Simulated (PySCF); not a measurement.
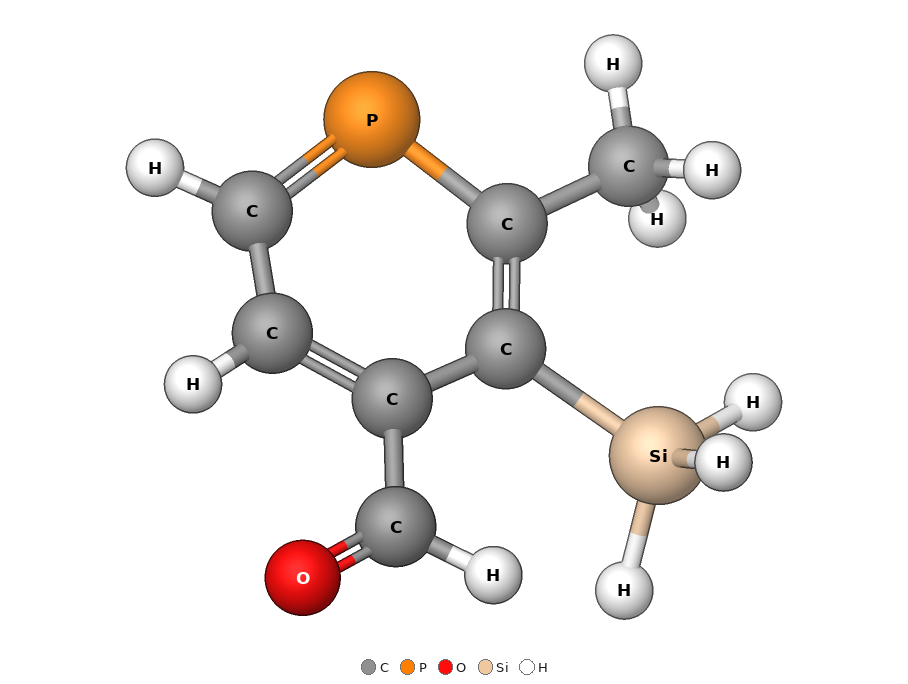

The computed structure is the end point of a PBE0-D3(BJ)/def2-SVP optimisation. No frequency run is at hand to confirm it as a minimum. Program: PySCF 2.14.0.

Compare HOMO–LUMO gap (eV) at these levels: CAM-B3LYP/def2-SVPD; PBE0/pcSseg-1; PBE0/pcSseg-1 in acetonitrile (IEF-PCM); PBE0/pcSseg-1 in methanol (IEF-PCM); mPW1PW91/pcSseg-1.

| level | HOMO–LUMO gap (eV) |
| --- | --- |
| CAM-B3LYP/def2-SVPD | 6.86 |
| PBE0/pcSseg-1 | 4.79 |
| PBE0/pcSseg-1 in acetonitrile (IEF-PCM) | 4.74 |
| PBE0/pcSseg-1 in methanol (IEF-PCM) | 4.74 |
| mPW1PW91/pcSseg-1 | 4.79 |
